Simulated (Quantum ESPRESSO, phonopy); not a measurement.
# NaF (Fm-3m): a volume series of phonon spectra, part 8 of 8

Wanted: mode Grüneisen parameters of NaF and a free-energy fit over volumes.

What experiment has found for this phase:
- volume expansion coefficient 95.1 1e-6/K and heat capacity C_P per formula unit 46.9 J/mol/K near room temperature (given in “High-Throughput Prediction of Finite-Temperature Properties using the Quasi-Harmonic Approximation”, 2016, arXiv:1603.06924)
- volume expansion coefficient 102.6 1e-6/K near room temperature (given in “Descriptors for thermal expansion in solids”, 2017, arXiv:1701.03966)

Quantum ESPRESSO 7.5; DFT PBEsol, scalar-relativistic, plane waves, GBRV ultrasoft pseudopotentials.

So far. Step 28 (Lattice dynamics at this volume, V/V0 1.05): The time given is that of the 2 pw.x runs on displaced cells behind this step.

## (29) Mode Grüneisen parameters

This step: DFT PBEsol, scalar-relativistic, plane waves, GBRV ultrasoft pseudopotentials (phonopy 4.10.0).

Numbers from this step:

- share of modes with a negative Grüneisen parameter: 0.021

Mean Grüneisen, by row:

| T (K) | heat-capacity-weighted mean | root mean square |
| --- | --- | --- |
| 50 | 1.231 | 1.473 |
| 100 | 1.479 | 1.663 |
| 200 | 1.546 | 1.708 |
| 300 | 1.556 | 1.714 |
| 500 | 1.56 | 1.716 |
| 800 | 1.562 | 1.717 |

Table of mean mode Grueneisen parameter by wavenumber:

```
wavenumber (cm⁻¹)  mean mode Grueneisen parameter
                7                               -
               33                           0.665
               47                            1.17
               74                           0.946
              100                           0.809
              127                           0.891
              140                           0.798
              167                            1.41
              194                            1.44
              207                            1.74
              234                            1.94
              260                            2.21
              274                            1.79
              300                            1.06
              327                            1.01
              354                            1.01
              367                            1.03
              394                            1.06
```

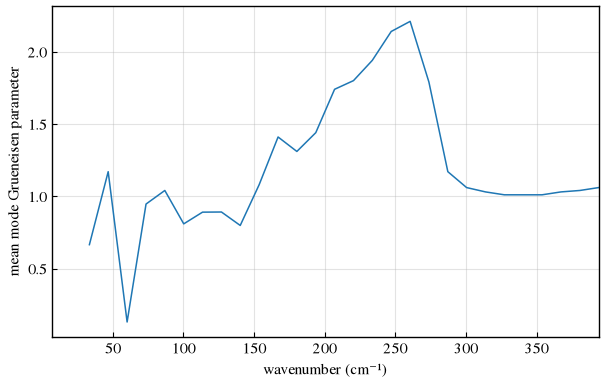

Mean mode Grueneisen parameter, plotted against wavenumber.

Volume series, by row:

| V/V0 | V (Å³/atom) | pressure (GPa) | E - E0 (meV/atom) | gap (eV) | zero-point energy (meV/atom) | lowest on the path (cm⁻¹) | highest at Gamma without the LO-TO term (cm⁻¹) |
| --- | --- | --- | --- | --- | --- | --- | --- |
| 0.97 | 12.15 | 1.596 | 1.962 | 6.276 | 42.73 | 0 | 260.9 |
| 0.985 | 12.34 | 0.765 | 0.513 | 6.196 | 41.7 | 0 | 251.6 |
| 1 | 12.53 | 0.001 | 0 | 6.118 | 40.7 | 0 | 242.6 |
| 1.015 | 12.72 | -0.701 | 0.335 | 6.043 | 39.73 | 0 | 233.8 |
| 1.03 | 12.91 | -1.344 | 1.466 | 5.971 | 38.78 | 0 | 225.3 |
| 1.05 | 13.16 | -2.123 | 4.098 | 5.878 | 37.55 | 0 | 214.1 |

Optical frequency at Gamma without the LO-TO term, mode 4 against V/V0:

```csv
V/V0,"optical frequency at Gamma without the LO-TO term, mode 4 (cm⁻¹)"
0.9700,261
0.9850,252
1.0000,243
1.0150,234
1.0300,225
1.0500,214
```

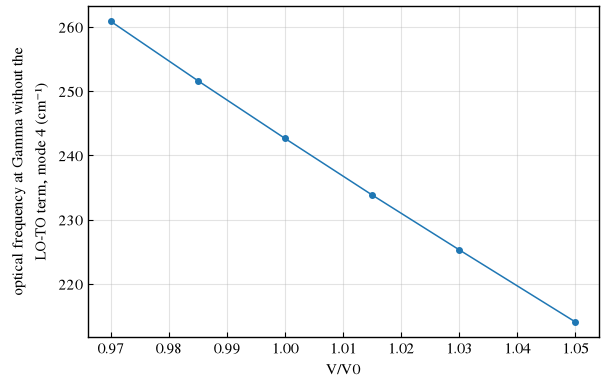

Optical frequency at Gamma without the LO-TO term, mode 4, plotted against V/V0.

Grüneisen at points, by row:

```csv
point,branch,frequency (cm⁻¹),mode Grüneisen parameter
Γ,4,242.6,2.45
Γ,6,401.7,1.07
X,1,139.9,-0.09
X,3,252.5,0.89
X,4,256.6,2.5
X,6,281.2,1.78
U,1,151.6,0.85
U,2,210.4,0.66
U,3,227.4,0.28
U,4,237.5,2.48
U,5,259.5,2.15
U,6,272.3,2.32
K,1,151.6,0.85
K,2,210.4,0.66
K,3,227.4,0.28
K,4,237.5,2.48
K,5,259.5,2.15
K,6,272.3,2.32
L,1,174.9,2.23
L,3,196.4,2.18
L,5,296.1,1.08
L,6,301.5,1.15
W,1,203.6,0.14
W,3,204.2,1.79
W,4,223.3,1.78
W,5,267.5,2.42
```

## (30) Free-energy fit

Energy (each curve on its own zero) against volume; values in meV/atom:

| volume (Å³/atom) | static | F at 0 K | F at 300 K | F at 900 K |
| --- | --- | --- | --- | --- |
| 12.153 | 1.96 | 4.49 | 7.08 | 16.1 |
| 12.341 | 0.51 | 2.02 | 3.63 | 9.13 |
| 12.529 | 0 | 0.5 | 1.11 | 3.12 |
| 12.717 | 0.34 | -0.13 | -0.55 | -2.07 |
| 12.905 | 1.47 | 0.05 | -1.42 | -6.49 |
| 13.156 | 4.1 | 1.45 | -1.48 | -11.4 |

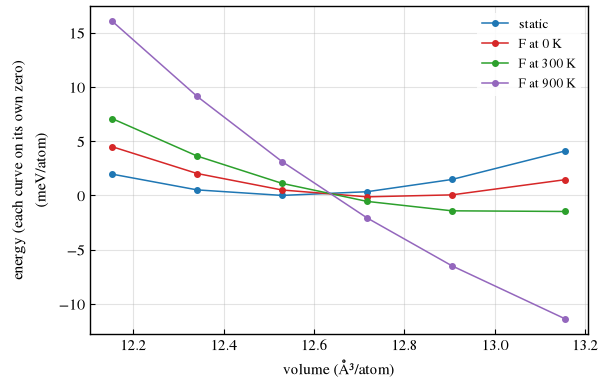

Energy (each curve on its own zero), plotted against volume.

Phonopy-qha, vinet fit of F(V) at each temperature; no electronic free energy. Qha vinet, by row:

```csv
T (K),fitted volume (Å³/atom),alpha_V (1e-6/K),B_T (GPa),C_P (J/mol-atom/K),Grueneisen
75,12.78,34.35,45.72,8.052,1.476
100,12.79,54.64,45.27,12.44,1.53
125,12.81,70.96,44.71,15.77,1.568
150,12.84,83.37,44.09,18.18,1.592
175,12.87,92.92,43.43,19.93,1.609
200,12.9,100.5,42.73,21.25,1.622
225,12.93,106.9,42.01,22.27,1.634
250,12.97,112.5,41.27,23.08,1.644
275,13,117.5,40.51,23.75,1.655
```

Table of volume expansion coefficient, phonopy-qha, Vinet by temperature:

| temperature (K) | volume expansion coefficient, phonopy-qha, Vinet (1e-6/K) |
| --- | --- |
| 75.0 | 34.4 |
| 100.0 | 54.6 |
| 125.0 | 71.0 |
| 150.0 | 83.4 |
| 175.0 | 92.9 |
| 200.0 | 101 |
| 225.0 | 107 |
| 250.0 | 112 |
| 275.0 | 118 |

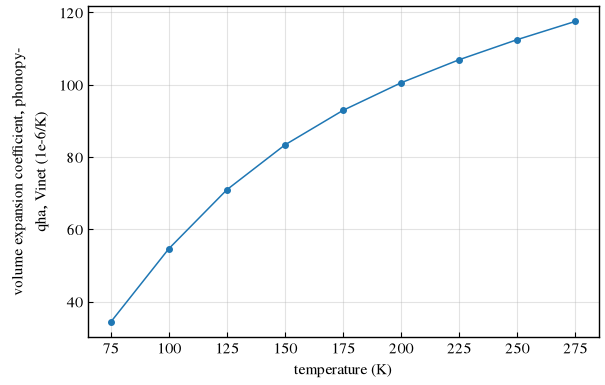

Volume expansion coefficient, phonopy-qha, Vinet against temperature.

## (31) Outcome

| Quantity | Value |
| --- | --- |
| mean mode Grüneisen parameter at 300 K | 1.56 |

In words: The q-mesh is coarse, and the expansion can converge slowly with it. The table stops at 275 K because beyond it the fitted volume comes within 1 % of the largest computed cell, where the fit loses its support. The heat-capacity-weighted Grüneisen parameter goes from 1.23 at 50 K to 1.56 at 800 K; 2 % of the modes stiffen on expansion. Weighting γ by the density of states and each mode's heat capacity at 300 K, modes below 130 cm⁻¹ give about 5 % of the sum of γC that drives the expansion, those up to 270 cm⁻¹ 83 % and the rest 13 %. Among the labelled points γ is largest for branch 4 at X (257 cm⁻¹, 2.5) and most negative for branch 1 at X (140 cm⁻¹, -0.09). The supercell is small: only its own wavevectors are exact, and branches between them are interpolated and can be misplaced.

[Logs are printed without paths, hosts, clocks, repeated set-up lines and the standing remarks that a program may print on its own settings, such as how far it seeks lower states.]

[Hosts, paths, dates, database ids (printed as entryN), source tags and the programs' standing remarks are cut or masked in the printed files.]

[A step with changed settings may run another functional than the one named; its input shows which.]

[Of the runs on displaced cells, only some may be shown.]
